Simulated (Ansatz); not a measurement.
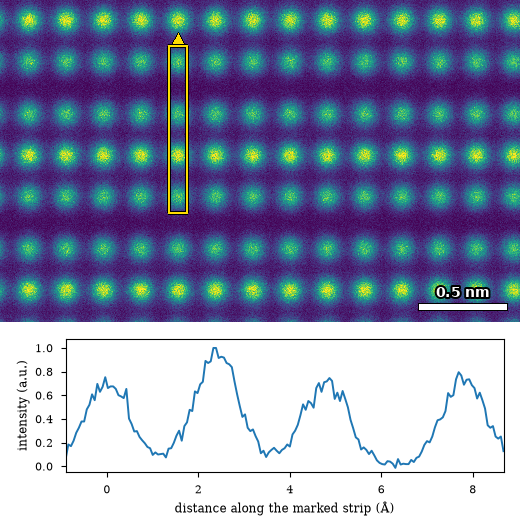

HAADF-like image of Na$_{2}$Al (I4/mmm, No. 139) along [110]. Simulation: incoherent imaging, intensity Z^1.6 per atom, probe width 1.14 Å, thin sample. The probe carries 25 % of its weight in a tail 2.5 times as wide. Shot noise was added. Structure: the geometry relaxed (final pressure about 2 GPa) with DFT PBE, scalar-relativistic, plane waves, PAW in Ansatz; the starting structure was generated, so it need not be a known form of this composition.

```cif
data_structure
_symmetry_space_group_name_H-M 'I4/mmm'
_symmetry_Int_Tables_number 139
_cell_length_a 3.0422
_cell_length_b 3.0422
_cell_length_c 15.5591
_cell_angle_alpha 90.000
_cell_angle_beta 90.000
_cell_angle_gamma 90.000
_cell_volume 144.00
loop_
_atom_site_label
_atom_site_type_symbol
_atom_site_symmetry_multiplicity
_atom_site_Wyckoff_symbol
_atom_site_fract_x
_atom_site_fract_y
_atom_site_fract_z
_atom_site_occupancy
Na1 Na 4 e 0.50000 0.50000 0.15349 1
Al1 Al 2 a 0.00000 0.00000 0.00000 1
```

The curve is the intensity along the marked strip, in the direction of its arrowhead, with zero distance at the first column. Brightness is counted from the darkest point of the image.

Q: Assign the peaks of the line profile.

A:
| position (Å) | atoms per repeat along the beam | height (% of the highest) |
| --- | --- | --- |
| 0.0 | 1 Na | 75 |
| 2.4 | 1 Al | 100 |
| 4.8 | 1 Na | 75 |
| 7.8 | 1 Na | 75 |
